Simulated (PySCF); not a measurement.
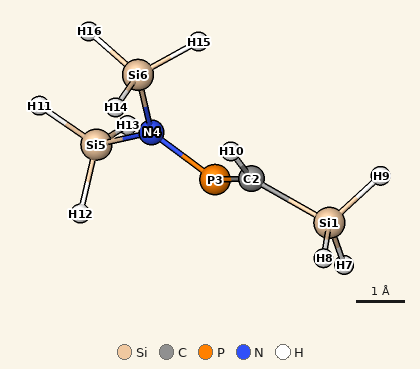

*The starting structure (ball-and-stick view, seen at a tilt; atoms are numbered from 1 in the order of the input).*

Bond lengths as drawn: C–H 1.08 Å, C–P 1.68 Å, C–Si 1.90 Å, H–Si 1.44 to 1.48 Å, N–P 1.66 Å and N–Si 1.76 to 1.79 Å.

**Geometry relaxation, with input and output: CH$_{10}$NPSi$_{3}$**

The run: geometry relaxation of CH$_{10}$NPSi$_{3}$. Method and program: PBE0-D3(BJ)/def2-SVP geometry optimisation, gas phase (PySCF 2.14.0).

Output:
```
step   0  E = -1307.64698848  max force = 0.037748
step   1  E = -1307.65624147  max force = 0.006879
step   2  E = -1307.65666631  max force = 0.005016
step   3  E = -1307.65686408  max force = 0.001983
step   4  E = -1307.65697225  max force = 0.001098
step   5  E = -1307.65710283  max force = 0.003625
step   6  E = -1307.65720031  max force = 0.004160
step   7  E = -1307.65724539  max force = 0.002089
step   8  E = -1307.65725533  max force = 0.000481
step   9  E = -1307.65726266  max force = 0.000343
optimisation converged
```

Trajectory as extended XYZ (Å, eV, eV/Å), 10 frames, from step=0 to step=9:
```
16
Properties=species:S:1:pos:R:3:forces:R:3 step=0 energy=-35582.88698
Si    3.3488    0.2806    0.3312   -1.5667   0.9350   0.1272
C     1.4547    0.3899    0.3382    0.6149  -1.1174  -0.1620
P     0.4727   -0.9583    0.1127    1.9411   0.3490   0.2030
N    -1.0884   -0.4002    0.1163   -1.7864  -0.2656  -0.0692
Si   -2.2586   -1.7358    0.3299    0.5690   0.8350   0.3638
Si   -1.6012    1.2678   -0.1096    0.3725  -0.5566   0.3779
H     3.7739   -1.0910    0.3705    0.3584  -1.0884   0.0209
H     3.8721    1.0407    1.4822    0.1990   0.0863   0.3685
H     3.8577    0.9520   -0.8655    0.3335   0.1930  -0.5580
H     1.0073    1.3674    0.4789   -0.0827   0.5230   0.0667
H    -3.5923   -1.1368    0.4474   -0.4445   0.1268   0.0281
H    -1.8791   -2.4203    1.5822   -0.0993  -0.3256   0.1764
H    -2.1670   -2.6056   -0.8267   -0.0642  -0.6455  -0.5615
H    -1.4149    2.0002    1.1522    0.0681   0.4224   0.2684
H    -0.7960    1.8010   -1.1970    0.3465   0.4888  -0.4733
H    -3.0088    1.2462   -0.4647   -0.7592   0.0399  -0.1767
16
Properties=species:S:1:pos:R:3:forces:R:3 step=1 energy=-35583.13877
Si    3.3639    0.3427    0.2566   -0.0912  -0.1439   0.0483
C     1.4994    0.4409    0.3074   -0.0457   0.1202   0.0494
P     0.5569   -0.9281    0.2092   -0.2654  -0.0103  -0.0213
N    -1.1132   -0.4506    0.1804    0.3537  -0.0218   0.0425
Si   -2.2911   -1.7656    0.3653    0.0661  -0.0655  -0.0953
Si   -1.6067    1.2311   -0.0534    0.0017   0.0757  -0.0288
H     3.7979   -1.0916    0.2968   -0.0421   0.0732  -0.0188
H     3.9516    1.0635    1.4274   -0.0023   0.0012   0.0117
H     3.9150    0.9753   -0.9825   -0.0306   0.0081  -0.0052
H     1.0702    1.4487    0.4151    0.0433  -0.0336  -0.0728
H    -3.6450   -1.1519    0.4659    0.0111   0.0237  -0.0038
H    -2.0108   -2.5603    1.5959    0.0242   0.0310   0.0350
H    -2.2497   -2.7015   -0.8025    0.0053   0.0673   0.0270
H    -1.3941    2.0629    1.1712    0.0059  -0.0537   0.0198
H    -0.8163    1.8521   -1.1587   -0.0266  -0.0655  -0.0077
H    -3.0557    1.2343   -0.4029   -0.0076  -0.0062   0.0201
16
Properties=species:S:1:pos:R:3:forces:R:3 step=2 energy=-35583.15033
Si    3.3284    0.3050    0.2781    0.0586   0.0867  -0.0145
C     1.4791    0.4980    0.2736    0.0705  -0.0550   0.0006
P     0.5631   -0.8867    0.1791   -0.2579   0.1664   0.0864
N    -1.0996   -0.4208    0.1668    0.1579  -0.1138  -0.0422
Si   -2.2325   -1.7680    0.3587   -0.0506  -0.0276  -0.0304
Si   -1.6291    1.2511   -0.0473    0.0031   0.0180   0.0122
H     3.6812   -1.1456    0.3527   -0.0262   0.0016  -0.0094
H     3.9230    1.0192    1.4501    0.0185  -0.0134   0.0079
H     3.9339    0.8845   -0.9613    0.0274   0.0087   0.0005
H     1.0690    1.5158    0.3357    0.0128  -0.0475  -0.0154
H    -3.5993   -1.1876    0.4798   -0.0109  -0.0043   0.0001
H    -1.9066   -2.5508    1.5868    0.0012   0.0114   0.0049
H    -2.1774   -2.6892   -0.8159   -0.0026   0.0066   0.0002
H    -1.3920    2.0691    1.1813    0.0111  -0.0189   0.0021
H    -0.8808    1.8784   -1.1754   -0.0137  -0.0177  -0.0170
H    -3.0882    1.2296   -0.3514    0.0009  -0.0011   0.0139
16
Properties=species:S:1:pos:R:3:forces:R:3 step=3 energy=-35583.15571
Si    3.3390    0.3157    0.2778    0.0089   0.0214  -0.0050
C     1.4868    0.4887    0.2802   -0.0008  -0.0150  -0.0054
P     0.5559   -0.8882    0.2000   -0.0703   0.0242   0.0588
N    -1.1029   -0.4271    0.1708    0.1020  -0.0322  -0.0227
Si   -2.2456   -1.7679    0.3530   -0.0264  -0.0331  -0.0025
Si   -1.6280    1.2450   -0.0458   -0.0087   0.0364   0.0138
H     3.6963   -1.1327    0.3479    0.0040  -0.0182  -0.0058
H     3.9359    1.0300    1.4491    0.0043  -0.0097   0.0007
H     3.9381    0.9001   -0.9631    0.0059   0.0104   0.0077
H     1.0771    1.5057    0.3320   -0.0135   0.0169  -0.0178
H    -3.6107   -1.1798    0.4600    0.0002  -0.0056  -0.0017
H    -1.9337   -2.5464    1.5876   -0.0057   0.0033  -0.0043
H    -2.1836   -2.6896   -0.8197   -0.0025  -0.0045  -0.0068
H    -1.3785    2.0590    1.1824    0.0115  -0.0004  -0.0044
H    -0.8847    1.8621   -1.1822   -0.0102   0.0008  -0.0147
H    -3.0893    1.2273   -0.3390    0.0011   0.0053   0.0100
16
Properties=species:S:1:pos:R:3:forces:R:3 step=4 energy=-35583.15865
Si    3.3392    0.3225    0.2792   -0.0186  -0.0070   0.0069
C     1.4854    0.4896    0.2800    0.0037   0.0089  -0.0089
P     0.5530   -0.8883    0.2319    0.0565  -0.0358   0.0318
N    -1.1011   -0.4321    0.1781   -0.0419   0.0087  -0.0037
Si   -2.2508   -1.7722    0.3439    0.0033   0.0008  -0.0023
Si   -1.6219    1.2430   -0.0383   -0.0063   0.0100   0.0096
H     3.6956   -1.1261    0.3575    0.0109  -0.0115  -0.0037
H     3.9382    1.0428    1.4458    0.0012  -0.0067   0.0026
H     3.9394    0.9003   -0.9644   -0.0068   0.0087   0.0074
H     1.0738    1.5070    0.3038   -0.0064   0.0178  -0.0196
H    -3.6163   -1.1817    0.4316    0.0030  -0.0024  -0.0027
H    -1.9581   -2.5492    1.5837   -0.0020  -0.0038  -0.0047
H    -2.1750   -2.6925   -0.8288    0.0015  -0.0056  -0.0044
H    -1.3509    2.0545    1.1865    0.0140   0.0078  -0.0081
H    -0.8915    1.8512   -1.1879   -0.0111   0.0090  -0.0081
H    -3.0868    1.2331   -0.3115   -0.0010   0.0011   0.0078
16
Properties=species:S:1:pos:R:3:forces:R:3 step=5 energy=-35583.16221
Si    3.3401    0.3226    0.2915   -0.0232  -0.0346   0.0022
C     1.4872    0.4970    0.2590   -0.0307   0.0164  -0.0202
P     0.5488   -0.8787    0.2657    0.1864  -0.0766   0.0277
N    -1.1014   -0.4302    0.1842   -0.1738   0.0700   0.0014
Si   -2.2479   -1.7785    0.3289    0.0262   0.0328  -0.0106
Si   -1.6270    1.2469   -0.0242    0.0053  -0.0372   0.0086
H     3.6851   -1.1281    0.3948    0.0120   0.0034   0.0005
H     3.9310    1.0535    1.4557   -0.0075  -0.0035   0.0055
H     3.9627    0.8803   -0.9504   -0.0122   0.0069   0.0035
H     1.0797    1.5159    0.2240   -0.0028   0.0145  -0.0081
H    -3.6179   -1.1968    0.3960    0.0030   0.0025  -0.0025
H    -1.9699   -2.5558    1.5714    0.0023  -0.0103  -0.0034
H    -2.1486   -2.6931   -0.8466    0.0034  -0.0068   0.0014
H    -1.3041    2.0591    1.1869    0.0173   0.0116  -0.0098
H    -0.9444    1.8481   -1.2067   -0.0032   0.0135  -0.0003
H    -3.1013    1.2398   -0.2390   -0.0026  -0.0025   0.0039
16
Properties=species:S:1:pos:R:3:forces:R:3 step=6 energy=-35583.16486
Si    3.3356    0.3269    0.3030   -0.0064  -0.0324   0.0040
C     1.4841    0.4978    0.2291   -0.0229   0.0171  -0.0188
P     0.5483   -0.8775    0.3055    0.1818  -0.0634   0.0116
N    -1.1004   -0.4325    0.1942   -0.2139   0.0685   0.0125
Si   -2.2478   -1.7836    0.3119    0.0373   0.0462  -0.0171
Si   -1.6226    1.2478   -0.0048    0.0125  -0.0543  -0.0019
H     3.6812   -1.1214    0.4403    0.0065   0.0123   0.0016
H     3.9056    1.0780    1.4650   -0.0081  -0.0003   0.0056
H     3.9802    0.8654   -0.9359   -0.0120   0.0017  -0.0006
H     1.0759    1.5123    0.1273    0.0087  -0.0002   0.0017
H    -3.6199   -1.2050    0.3555    0.0018   0.0026  -0.0007
H    -1.9907   -2.5671    1.5549    0.0056  -0.0116  -0.0004
H    -2.1250   -2.6915   -0.8668    0.0023  -0.0059   0.0052
H    -1.2330    2.0616    1.1849    0.0130   0.0105  -0.0071
H    -0.9942    1.8400   -1.2221   -0.0030   0.0127   0.0024
H    -3.1051    1.2508   -0.1507   -0.0032  -0.0035   0.0021
16
Properties=species:S:1:pos:R:3:forces:R:3 step=7 energy=-35583.16609
Si    3.3335    0.3260    0.3141    0.0087  -0.0137   0.0001
C     1.4843    0.4958    0.1978   -0.0210   0.0017  -0.0075
P     0.5478   -0.8745    0.3284    0.0861  -0.0186  -0.0009
N    -1.1038   -0.4289    0.2008   -0.1074   0.0373   0.0187
Si   -2.2437   -1.7859    0.2998    0.0189   0.0248  -0.0161
Si   -1.6257    1.2514    0.0095    0.0160  -0.0386  -0.0080
H     3.6798   -1.1190    0.4804   -0.0007   0.0100   0.0009
H     3.8780    1.0928    1.4783   -0.0066   0.0020   0.0017
H     4.0006    0.8507   -0.9183   -0.0051  -0.0027  -0.0028
H     1.0796    1.5054    0.0455    0.0058  -0.0022   0.0085
H    -3.6198   -1.2163    0.3314   -0.0011   0.0026   0.0011
H    -1.9935   -2.5768    1.5399    0.0044  -0.0055   0.0003
H    -2.1031   -2.6879   -0.8817   -0.0008  -0.0020   0.0041
H    -1.1745    2.0711    1.1729    0.0057   0.0036  -0.0030
H    -1.0539    1.8383   -1.2386    0.0000   0.0032   0.0014
H    -3.1132    1.2599   -0.0691   -0.0029  -0.0019   0.0015
16
Properties=species:S:1:pos:R:3:forces:R:3 step=8 energy=-35583.16636
Si    3.3322    0.3281    0.3141    0.0069   0.0007  -0.0001
C     1.4827    0.4930    0.1949   -0.0024  -0.0003  -0.0017
P     0.5498   -0.8789    0.3281    0.0073   0.0016  -0.0048
N    -1.1046   -0.4309    0.2035   -0.0247   0.0047   0.0193
Si   -2.2458   -1.7852    0.3000    0.0058   0.0035  -0.0102
Si   -1.6215    1.2490    0.0097    0.0055  -0.0085  -0.0095
H     3.6847   -1.1149    0.4808   -0.0022   0.0027   0.0002
H     3.8695    1.0968    1.4805   -0.0019   0.0021  -0.0009
H     3.9982    0.8566   -0.9173   -0.0005  -0.0028  -0.0018
H     1.0762    1.5020    0.0443    0.0066  -0.0024   0.0053
H    -3.6210   -1.2133    0.3338   -0.0001  -0.0004   0.0018
H    -1.9955   -2.5805    1.5376    0.0024  -0.0013   0.0002
H    -2.1077   -2.6862   -0.8825   -0.0019   0.0000   0.0008
H    -1.1570    2.0728    1.1652    0.0000   0.0010  -0.0005
H    -1.0582    1.8316   -1.2445   -0.0007  -0.0008  -0.0006
H    -3.1098    1.2619   -0.0569   -0.0002   0.0003   0.0024
16
Properties=species:S:1:pos:R:3:forces:R:3 step=9 energy=-35583.16656
Si    3.3327    0.3272    0.3126    0.0022   0.0041   0.0006
C     1.4831    0.4936    0.1961   -0.0020  -0.0044   0.0001
P     0.5496   -0.8780    0.3278   -0.0161   0.0084  -0.0042
N    -1.1062   -0.4294    0.2066    0.0176  -0.0063   0.0161
Si   -2.2449   -1.7852    0.3013   -0.0032  -0.0063  -0.0050
Si   -1.6229    1.2494    0.0090    0.0014   0.0043  -0.0088
H     3.6844   -1.1157    0.4801   -0.0010  -0.0012   0.0004
H     3.8706    1.0968    1.4781    0.0008   0.0018  -0.0019
H     3.9970    0.8541   -0.9203    0.0011  -0.0018  -0.0011
H     1.0780    1.5037    0.0498    0.0010   0.0015   0.0023
H    -3.6210   -1.2156    0.3384   -0.0003  -0.0002   0.0018
H    -1.9912   -2.5833    1.5364    0.0013   0.0009  -0.0006
H    -2.1074   -2.6839   -0.8831   -0.0020   0.0013  -0.0010
H    -1.1572    2.0771    1.1613   -0.0003  -0.0008   0.0003
H    -1.0609    1.8290   -1.2472   -0.0006  -0.0020  -0.0012
H    -3.1114    1.2622   -0.0559    0.0001   0.0006   0.0022
```

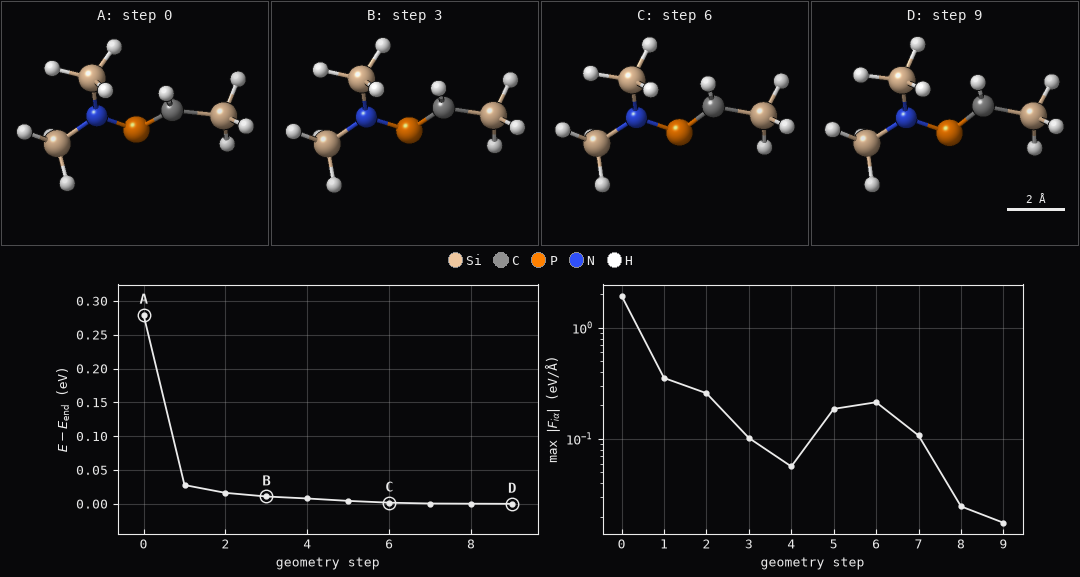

*Frames of the relaxation (ball-and-stick view, seen at a tilt) above the curves, on which the letters mark them (steps are counted from 0).*

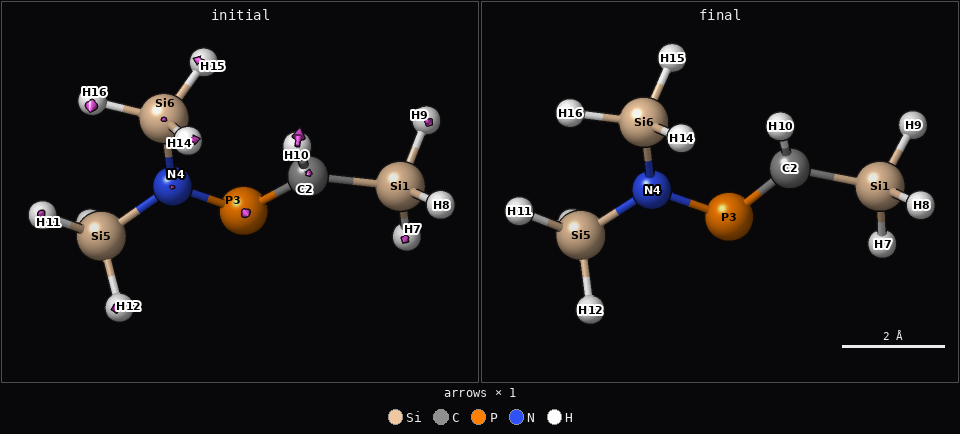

*Before (left) and after (right) the relaxation, at one scale (ball-and-stick view, seen at a tilt). The pink arrows give the displacements, at true length.*

The atom that moves furthest after the best rigid fit is H10 (0.45 Å). Largest moves by element: H 0.45 Å, P 0.25 Å, C 0.16 Å, Si 0.09 Å, N 0.08 Å. Among the contacts that change: P3–N4 1.658 → 1.720 Å, Si1–H7 1.436 → 1.494 Å, Si5–H13 1.450 → 1.493 Å, Si1–C2 1.897 → 1.861 Å. Among the angles that change: H14–Si6–H15 112.9° → 108.5°, N4–Si6–H15 106.4° → 110.7°, P3–C2–H10 119.9° → 124.2°. Over 9 geometry steps the energy falls by 0.280 eV. The largest force component goes from 1.9 to 0.018 eV/Å. (Atoms are counted from 1 in the order of the input.)

This output came from the following input.

Input:
```
{"job": {"xc": "PBE0", "basis": "def2-SVP", "d3": "d3bj", "grid": 1, "shake": 0.01, "kind": "geom"}, "charge": 0, "multiplicity": 1}
Si     3.348810     0.280550     0.331170
C      1.454740     0.389900     0.338150
P      0.472660    -0.958270     0.112740
N     -1.088400    -0.400220     0.116320
Si    -2.258640    -1.735850     0.329870
Si    -1.601210     1.267840    -0.109590
H      3.773920    -1.090990     0.370480
H      3.872150     1.040680     1.482240
H      3.857710     0.951970    -0.865470
H      1.007320     1.367350     0.478950
H     -3.592340    -1.136810     0.447370
H     -1.879060    -2.420300     1.582210
H     -2.166980    -2.605560    -0.826670
H     -1.414870     2.000150     1.152180
H     -0.796000     1.801030    -1.197020
H     -3.008850     1.246160    -0.464730
```

The first line tells a small driver script what to run in PySCF; the rest is the geometry in Å.

Command:
```bash
OMP_NUM_THREADS=1 python <driver script> task.json out
```

Results in brief:

```tsv
quantity	value
outcome	converged
total energy	−1307.657263 hartree
dipole moment	1.62 D
point group	C1
hardware	1 CPU thread, shared host
wall time	1.8 min
peak memory	0.66 GiB
```
